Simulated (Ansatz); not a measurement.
Si$_{3}$C

Input file:

```
crystal:
  lattice:
    - [3.4318102017, 0.0, 0.0]
    - [0.0, 3.4318102017, 0.0]
    - [0.0, 0.0, 5.0004336163]
  atoms:
    - { symbol: C, position: [0.0, 0.0, 0.0] }
    - { symbol: Si, position: [0.0, 0.5, 0.2031984776] }
    - { symbol: Si, position: [0.5, 0.5, 0.5] }
    - { symbol: Si, position: [0.5, 0.0, 0.7968015224] }
kpoints:
  mp_grid: { grid: [4, 4, 2] }
hamiltonian:
  xc: hse06
scf:
  occupations: { method: fermi_dirac, width: 0.02 }
  n_extra_bands: 5
output:
  forces: true
  stress: true
  eigenvalues: true
  write_density: true
  write_potential: true
  elf: true
  volumetric_format: npy
```

Command:

```sh
ansatz run input.yaml --threads 4 --pin off --max-ram 3686MiB --backend cpu --events-out ev --progress --plain --runs-dir out
```

Below, planes, directions and counts refer to the conventional cell (a = 3.43 Å, b = 3.43 Å, c = 5.00 Å, α = 90.00°, β = 90.00°, γ = 90.00°).

Space group P-4m2; started from the ordered alloy on diamond lattice prototype, which need not be the ambient phase.

Level of theory: DFT, HSE06, plane waves, PAW (Ansatz 0.2.0).

In a PAW calculation such maps are meaningful between the atoms, not at the nuclei.

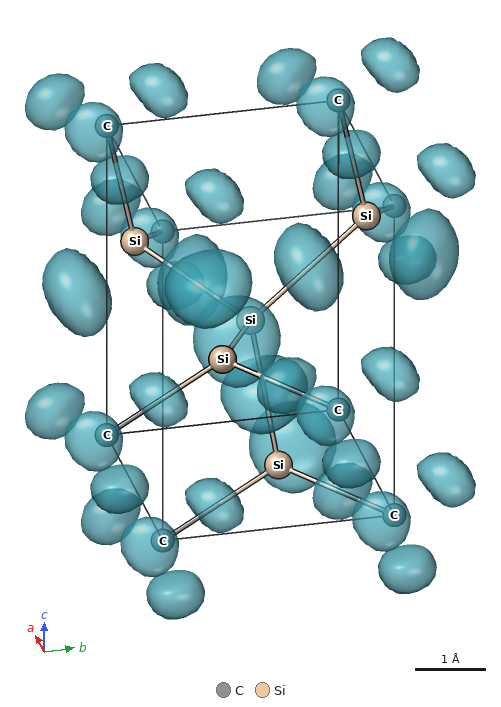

Figure 1. Isosurface of the ELF at 0.85 (cyan), seen at an oblique angle. Only the valence region is drawn (cores and ρ < 0.01 e/Å³ removed). Sticks mark near contacts.

> Where are the electrons localised?

The surface consists of four regions between bonded C–Si atoms (shared pairs) and four regions between bonded Si–Si atoms (shared pairs), counted in one cell of 4 atoms. Regions shared between cells count once. Profiles from the grid: Si–C (1.99 Å): the ELF peaks at about 0.95 between the atoms, as expected for a covalent bond. Si–Si (2.27 Å): the ELF peaks at about 0.95 between the atoms, as expected for a covalent bond.

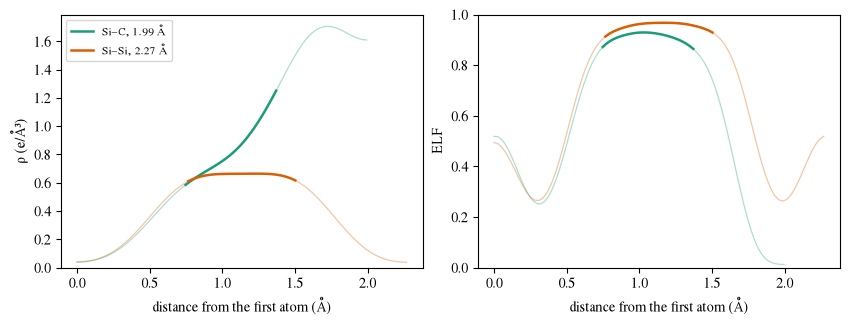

Figure 2. Valence charge density (pseudo) and ELF along straight lines between neighbouring atoms. Thin, pale parts lie inside the atomic spheres.

> What can be read from the curves?

Si–C (1.99 Å): ρ at the midpoint is about 0.75 e/Å³; the ELF peaks at about 0.95 between the atoms, as expected for a covalent bond.
Si–Si (2.27 Å): ρ at the midpoint is about 0.66 e/Å³; the ELF peaks at about 0.95 between the atoms, as expected for a covalent bond.
